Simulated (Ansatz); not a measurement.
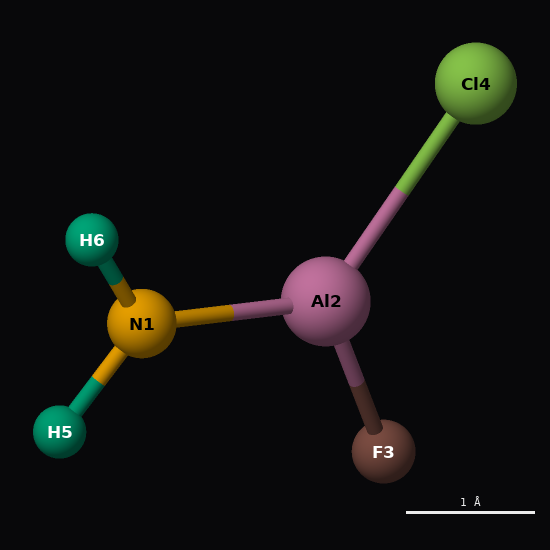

Source: calculation with Ansatz.

Numbered structure. Geometry: atoms displaced at random (about 0.02 Å) from a stationary point of PBE0-D4.

Q: What is the geometry at N1?

A: N1 has 3 neighbours (Al2 at 1.73, H5 at 1.07, H6 at 1.01 Å); the arrangement is trigonal planar.

Q: What is the geometry at Al2?

A: Al2 has 3 neighbours (N1 at 1.73, F3 at 1.64, Cl4 at 2.09 Å); the arrangement is trigonal planar.
